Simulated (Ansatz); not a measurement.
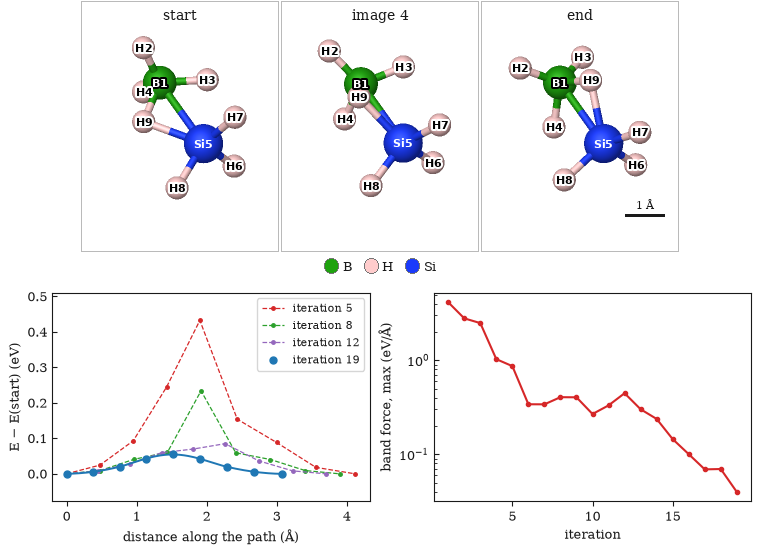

A search for the minimum-energy path of BSiH₇ by the nudged elastic band. Images are numbered from 0 (start) to 8 (end). The plot follows the band through its iterations. Style: ball-and-stick. Shown from a free direction.

The calculation used RKS r2SCAN-D4/def2-SVP (Ansatz). Run with 7 movable images; climbing image; force threshold 0.05 eV/Å; iteration limit 60; starting path through a guess of the saddle point.

How did the profile develop, and is the result final?

Answer. The result is final at these settings. The band converged in 19 iterations. The largest component of the band force went from 4.1 to 0.04 eV/Å. The climbing image converged on the top of the path. Its vibrational analysis gives one imaginary mode (208i cm⁻¹), as a transition state must have. The first iteration put the highest image at 3.602 eV. The two ends have the same energy, and the highest point, image 4, lies 0.055 eV above the start.

The run took 110 s on 1 thread of AMD EPYC 9R45 96-Core Processor (Zen 5), with other jobs on the host, peak memory 0.14 GiB.
